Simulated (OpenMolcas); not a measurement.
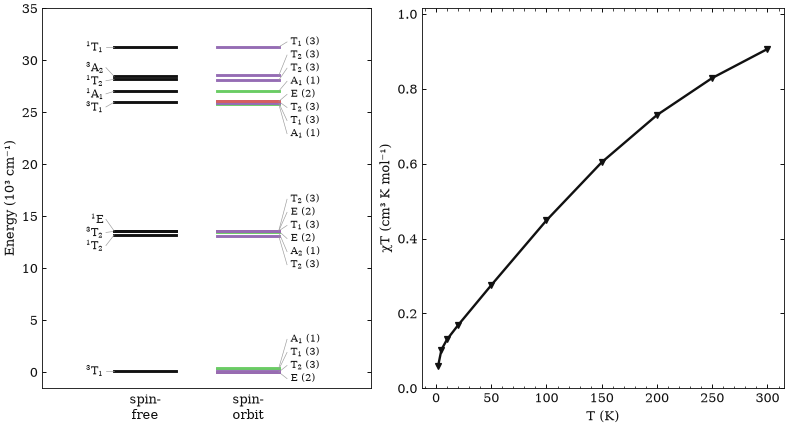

Levels of a 3d ion of charge +3 as a dopant in MgO, a cluster with its 6 nearest O²⁻ at 2.185 Å (octahedron) embedded in model potentials and point charges; the geometry was set, not optimised. Labels give the representation in O, Td, D4 or D3 as the site allows (double group for half-integer spin) where it could be assigned and, in brackets, the degeneracy; spin-free states, where drawn, share the zero of the spin-orbit levels. Level of the calculation: state-averaged CASSCF, the open shell active, basis ANO-RCC-VDZP on all atoms, DKH2 scalar Hamiltonian, spin-orbit coupling by RASSI with atomic mean-field integrals (OpenMolcas). Powder susceptibility by Van Vleck's formula.

Q: Which ion is the dopant?

A: V³⁺ (3d²). The ground level is E, doubly degenerate, 100 % from states of spin multiplicity 3. Its principal g values are all close to zero. The next level lies at 4.7 cm⁻¹ (T₂). The lowest spin-free state is ³T₁; of the same spin there follow at 13,400 cm⁻¹ (³T₂), 25,800 cm⁻¹ (³T₁) and 28,300 cm⁻¹ (³A₂) above it. A ligand-field fit to the spin-free states gives |10Dq| = 14,900 cm⁻¹, B = 926 and C = 3,400 cm⁻¹ (rms misfit 100 cm⁻¹). χT is 0.0605 cm³ K mol⁻¹ at 2 K and 0.907 at 300 K, an effective moment of 2.69 μB. The active orbitals hold 86 to 95 % metal character (Löwdin), and the Mulliken charge of the metal is +1.66.

Note: the geometry is set by hand, with no relaxation and no charge compensation.
